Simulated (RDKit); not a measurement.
## Property calculation, with input and output: CH$_{4}$AlBrCl (charge −1)

- system: CH$_{4}$AlBrCl, charge −1
- method: EHT (RDKit 2026.09.1)

The geometry comes from this level: GFN2-xTB.

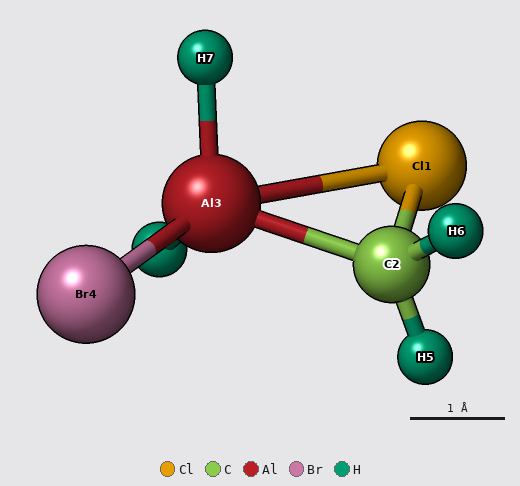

**Figure 1.** The input geometry (ball-and-stick view, seen at a tilt; atoms are numbered from 1 in the order of the input). Sticks mark near contacts. Bond lengths as drawn: Al–Br 2.31 Å, Al–C 2.06 Å, Al–Cl 2.58 Å, Al–H 1.59 Å, C–Cl 1.81 Å and C–H 1.10 Å.

## Results in brief

- outcome: converged
- total energy: −15.716479 hartree
- HOMO: −11.35 eV
- LUMO: 1.73 eV
- hardware: 1 thread of Intel Xeon (Sapphire Rapids), 16 GiB of memory available, shared host
- peak memory: 0.071 GiB

## Input (run.py)
```python
# eht eht with RDKit
import json
import numpy as np
from rdkit import Chem
from rdkit.Chem import AllChem
from rdkit.Chem import rdDetermineBonds
from rdkit.Chem import rdEHTTools

m = Chem.MolFromXYZFile("mol.xyz")
symbols = [a.GetSymbol() for a in m.GetAtoms()]
start = m.GetConformer().GetPositions().copy()

m.GetAtomWithIdx(0).SetFormalCharge(-1)  # sets the electron count
ok, res = rdEHTTools.RunMol(m, keepOverlapAndHamiltonianMatrices=True)
if not ok:
    raise RuntimeError("the extended Hueckel run failed")
eps = np.array(res.GetOrbitalEnergies())
nel = res.numElectrons
homo = (nel + 1) // 2 - 1
print(f"{res.numOrbitals} orbitals, {nel} valence electrons, sum of one-electron energies {res.totalEnergy:.4f} eV")
for i in range(max(0, homo - 3), min(len(eps), homo + 4)):
    print(f"{i + 1:4d} {eps[i]:10.4f} eV", "(HOMO)" if i == homo else "(LUMO)" if i == homo + 1 else "")
q = np.array(res.GetAtomicCharges())
print("Mulliken charges:", " ".join(f"{a}{i + 1}={c:+.3f}" for i, (a, c) in enumerate(zip(symbols, q))))
op = res.GetReducedOverlapPopulationMatrix()
pairs = [(k, i, op[i * (i + 1) // 2 + k]) for i in range(len(symbols)) for k in range(i) if abs(op[i * (i + 1) // 2 + k]) > 0.1]
print("reduced overlap populations above 0.1")
for k, i, p in pairs:
    print(f"  {symbols[k]}{k + 1}-{symbols[i]}{i + 1} {p:7.3f}")
json.dump(dict(symbols=symbols, start=start.tolist(), energy=res.totalEnergy * 23.060548, homo=eps[homo], lumo=eps[homo + 1] if homo + 1 < len(eps) else None, orbital_energies=eps.round(4).tolist(), charges_mulliken=q.tolist(), bond_orders=[[k + 1, i + 1, round(p, 4)] for k, i, p in pairs], nel=nel), open("results.json", "w"))
```

## File mol.xyz
```
8

Cl     0.605770     0.347320     1.837500
C     -0.041970     1.082100     0.316840
Al    -0.003840    -0.858510    -0.361980
Br    -0.784590    -0.919770    -2.538500
H     -0.951170     1.612820     0.625190
H      0.689780     1.852510     0.043970
H      1.494330    -1.374900    -0.412910
H     -1.008310    -1.741590     0.489900
```

Run as:
```bash
python run.py
```

## Log
```
20 orbitals, 26 valence electrons, sum of one-electron energies -427.6672 eV
  10   -13.2748 eV
  11   -13.0008 eV
  12   -12.9316 eV
  13   -11.3511 eV (HOMO)
  14     1.7252 eV (LUMO)
  15     3.8803 eV
  16     5.5091 eV
Mulliken charges: Cl1=-0.102 C2=-0.531 Al3=+1.187 Br4=-0.556 H5=+0.017 H6=+0.017 H7=-0.516 H8=-0.517
reduced overlap populations above 0.1
  Cl1-C2   0.557
  C2-Al3   0.380
  Al3-Br4   0.563
  C2-H5   0.805
  C2-H6   0.805
  Al3-H7   0.597
  Al3-H8   0.597
```

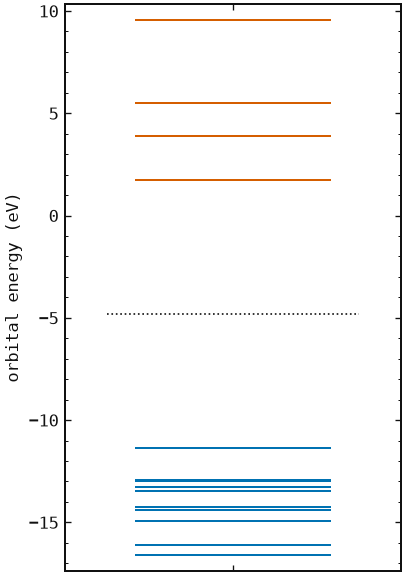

**Figure 2.** Orbital energies near the frontier; the dotted line parts filled from empty levels, and levels within 0.02 eV of each other stand side by side. Highest filled −11.35 eV, lowest empty 1.73 eV, 13.08 eV apart.

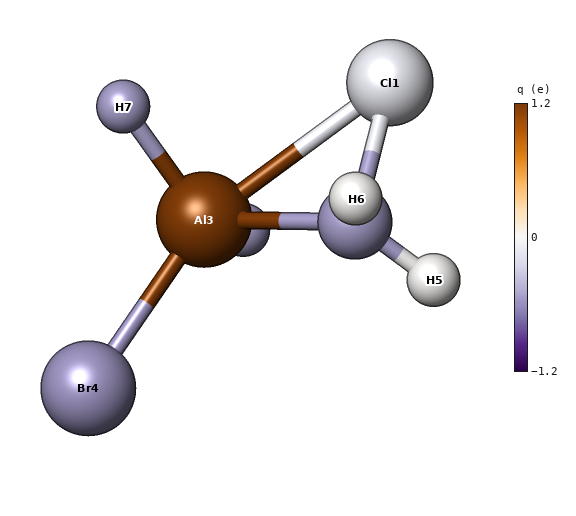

**Figure 3.** Mulliken charges, as the colour of each atom (ball-and-stick view, seen at a tilt; atoms are numbered from 1 in the order of the input). By element: Cl −0.10, C −0.53, Al +1.19, Br −0.56 and H −0.52 to +0.02 e.
